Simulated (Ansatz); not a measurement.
# Sn12H22 bond rod (Sn₁₁PH₂₂): the relaxed shape and its frontier levels, part 2 of 2

Aim: characterise Sn12H22 bond rod (Sn₁₁PH₂₂) as a doublet: its structure, frontier levels and distribution of charge and spin.

Ansatz 0.2.0, Gaussian basis; UKS PBE0-D4/def2-TZVP. Earlier steps stand in the parts before.

**4. Single point, PBE0-D4/def2-TZVP**

File in.yaml:

```yaml
crystal:
  periodic: [false, false, false]
  atoms:
    - {symbol: Sn, position_ang: [-2.315663, 0.557068, -3.741944]}
    - {symbol: Sn, position_ang: [-2.654414, 1.111591, 2.548477]}
    - {symbol: Sn, position_ang: [1.284933, -2.212932, -4.654647]}
    - {symbol: Sn, position_ang: [0.420669, -2.444445, 2.626847]}
    - {symbol: P, position_ang: [0.751615, -0.118798, -0.923636]}
    - {symbol: Sn, position_ang: [0.834737, 0.968498, 5.625697]}
    - {symbol: Sn, position_ang: [-0.893588, -0.809335, -5.748921]}
    - {symbol: Sn, position_ang: [-1.154448, -0.758827, 0.994030]}
    - {symbol: Sn, position_ang: [-0.479685, 1.830493, -2.043514]}
    - {symbol: Sn, position_ang: [-0.891659, 2.621038, 4.142477]}
    - {symbol: Sn, position_ang: [2.637566, -0.601471, -2.784294]}
    - {symbol: Sn, position_ang: [2.254938, -0.735282, 3.897982]}
    - {symbol: H, position_ang: [-3.226251, -0.544332, -2.763289]}
    - {symbol: H, position_ang: [-3.416715, 1.720269, -4.405370]}
    - {symbol: H, position_ang: [-3.855164, 0.356646, 3.562954]}
    - {symbol: H, position_ang: [-3.513657, 2.188507, 1.484064]}
    - {symbol: H, position_ang: [0.666228, -3.601544, -3.819778]}
    - {symbol: H, position_ang: [2.311559, -2.787801, -5.930214]}
    - {symbol: H, position_ang: [-0.470144, -3.324266, 3.832483]}
    - {symbol: H, position_ang: [1.256066, -3.612591, 1.646360]}
    - {symbol: H, position_ang: [1.571986, 0.683725, -0.054159]}
    - {symbol: H, position_ang: [-0.111224, -0.008680, 6.705501]}
    - {symbol: H, position_ang: [1.899012, 1.921222, 6.614548]}
    - {symbol: H, position_ang: [-1.968765, -1.868499, -6.606440]}
    - {symbol: H, position_ang: [-0.320409, 0.373192, -6.881716]}
    - {symbol: H, position_ang: [-2.251479, -1.763938, 0.065679]}
    - {symbol: H, position_ang: [-1.179781, 2.784863, -0.778204]}
    - {symbol: H, position_ang: [0.689391, 2.786309, -2.897651]}
    - {symbol: H, position_ang: [-1.764080, 3.689639, 5.200052]}
    - {symbol: H, position_ang: [0.076403, 3.623797, 3.104152]}
    - {symbol: H, position_ang: [3.901400, -1.506054, -2.000396]}
    - {symbol: H, position_ang: [3.370556, 0.796738, -3.535303]}
    - {symbol: H, position_ang: [3.523385, -1.573277, 4.736053]}
    - {symbol: H, position_ang: [3.019483, 0.246975, 2.683421]}
basis:
  gaussian: {orbitals: def2-TZVP, fitting: {mean_field: def2-universal-jkfit}, initial_orbitals: start.molden}
magnetization: {spin_polarized: true, initial_magnetization: 1}
hamiltonian: {xc: pbe0, dispersion: d4}
scf: {omitted_lower_state_checks: [starts]}
output: {orbitals: {seedname: orbitals}}
```

Command:

```console
ansatz run in.yaml --threads 2 --pin off --events-out ev --progress --plain --max-ram 32768MiB --backend cuda --devices 0, --max-vram 18GiB
```

What it wrote, cut to the lines that bear on the results:

```text
Functional definition: PBE0
  name "PBE0"
  cite "Adamo & Barone, J. Chem. Phys. 110, 6158 (1999) doi:10.1063/1.478522"
  cite "Perdew, Burke & Ernzerhof, Phys. Rev. Lett. 77, 3865 (1996) doi:10.1103/PhysRevLett.77.3865"
  parent pbe
[...]
2922 factors; integrals over basis functions are off by at most 6.4e-1 eV
[...]
mean field -73794.33131747 eV, -2711.8916563228 hartree, gradient 8.2e-6 eV, S^2 0.758511; 0 other end points of the search recorded, 0 dependent functions left out
reference -73794.33143030 eV, -2711.8916604691 hartree; 140, 139 occupied and 579, 580 virtual orbitals, 2922 factors
Total energy: -73795.83791371 eV, -2711.9470227134 hartree
Checks for a lower state left out: starts
```

It took 14 s on 1 × H100 (card shared with other runs) with 2 threads of AMD EPYC 7R13, shared host; peak host memory 1.2 GiB.

Report: HOMO -4.80 eV, LUMO -3.09 eV (over both spins); ⟨S²⟩ 0.759 (pure: 0.75).

Mulliken charges, from this run's orbitals:

Sn1 0.07; Sn2 0.05; Sn3 0.07; Sn4 0.06; P5 -0.40; Sn6 0.07; Sn7 0.08; Sn8 0.08; Sn9 0.24; Sn10 0.07; Sn11 0.14; Sn12 0.06; H13 -0.02; H14 -0.03; H15 -0.04; H16 -0.04; H17 -0.03; H18 -0.03; H19 -0.03; H20 -0.04; H21 0.13; H22 -0.04; H23 -0.04; H24 -0.03; H25 -0.04; H26 -0.03; H27 -0.02; H28 -0.02; H29 -0.04; H30 -0.04; H31 -0.03; H32 -0.03; H33 -0.04; H34 -0.05

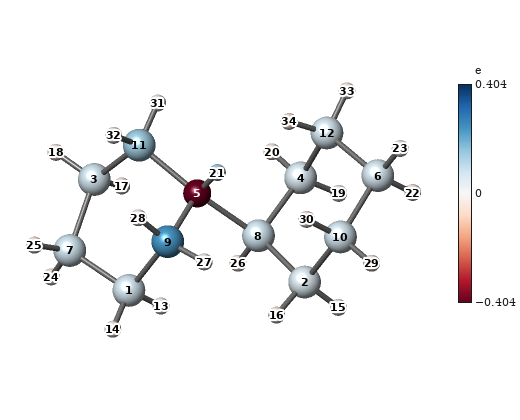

Mulliken charges, from this run's orbitals, as colours on the atoms.

Mulliken spin populations:

Sn1 0.00; Sn2 0.10; Sn3 0.02; Sn4 0.02; P5 0.04; Sn6 0.00; Sn7 0.00; Sn8 0.42; Sn9 0.00; Sn10 0.00; Sn11 0.30; Sn12 0.00; H13 0.00; H14 0.00; H15 0.04; H16 0.00; H17 0.00; H18 0.01; H19 0.01; H20 0.00; H21 -0.02; H22 0.00; H23 0.00; H24 0.00; H25 0.00; H26 0.01; H27 0.00; H28 0.00; H29 0.00; H30 0.00; H31 0.01; H32 0.05; H33 0.00; H34 0.00

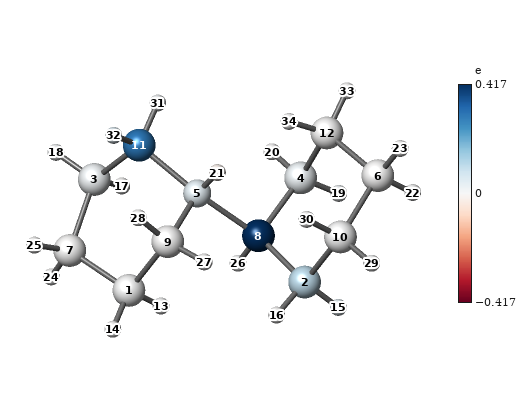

Mulliken spin populations, as colours on the atoms.

Largest Mayer bond orders: Sn6–H22 0.92; Sn10–H30 0.92; Sn1–H13 0.92; Sn3–H17 0.92; Sn7–H25 0.92; Sn1–H14 0.92; Sn12–H34 0.92; Sn12–H33 0.92; Sn10–H29 0.92; Sn4–H19 0.92.

The fields below are evaluated on a grid from the run's orbitals.

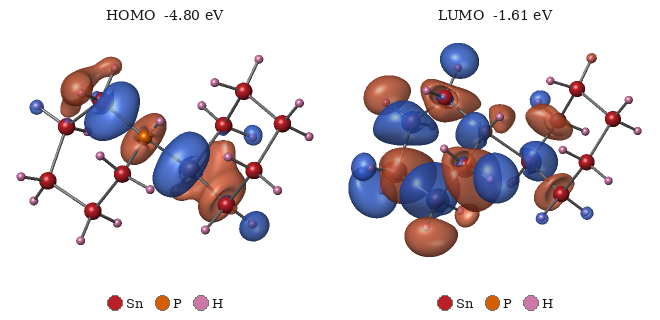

Frontier orbitals at PBE0-D4/def2-TZVP (alpha spin); each surface holds 70 % of the orbital's density, blue and red mark the sign.

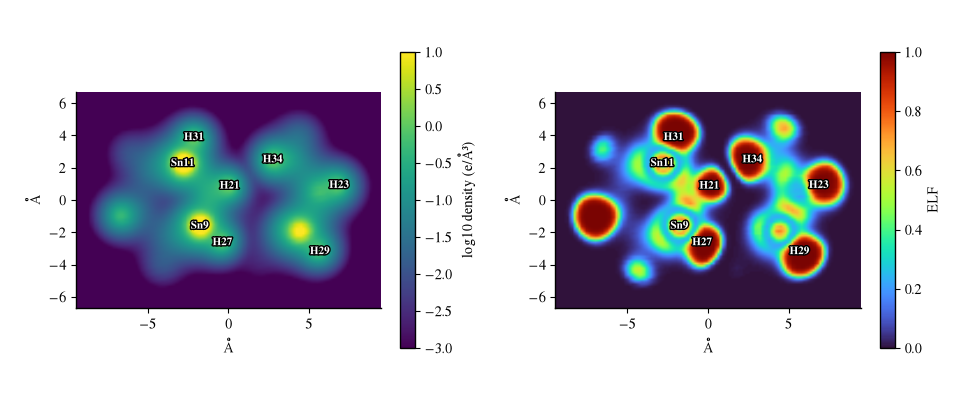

Density (left) and ELF (right) in a plane through or near 8 of the atoms.

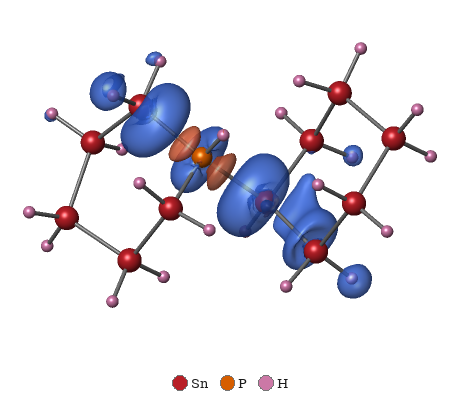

Spin density at ±0.01 e/Å³ (alpha excess blue, beta excess red).

**5. Summary of results**

The summary covers parts 1 to 2.

```
                                         quantity                             value
                                      point group                                C1
                   commonest bond, hydrogen aside  Sn–Sn, 10 of mean length 2.818 Å
HOMO, LUMO at PBE0-D4/def2-TZVP (over both spins)                   -4.80, -3.09 eV
                                             ⟨S²⟩                             0.759
                        dipole at PBE-D4/def2-SVP                            2.20 D
```

In words: The molecule keeps its bonding pattern by the stored test; the atoms moved 0.62 Å (rms), and the angle Sn8–P5–Sn11 went from 110° to 156°. No usable vibrations, so a minimum isn't proven. The alpha HOMO lies nearest to Sn8 27 %; Sn11 17 % and the alpha LUMO to Sn1, Sn7 about 13 % each; H24, H27 about 7 % each (shares on a coarse grid); over both spins the LUMO of beta spin, not drawn, take the frontier's place. Whether this spin is the lowest isn't tested here. The point group is read from a loosely relaxed geometry; soft torsions can leave it below the true symmetry.
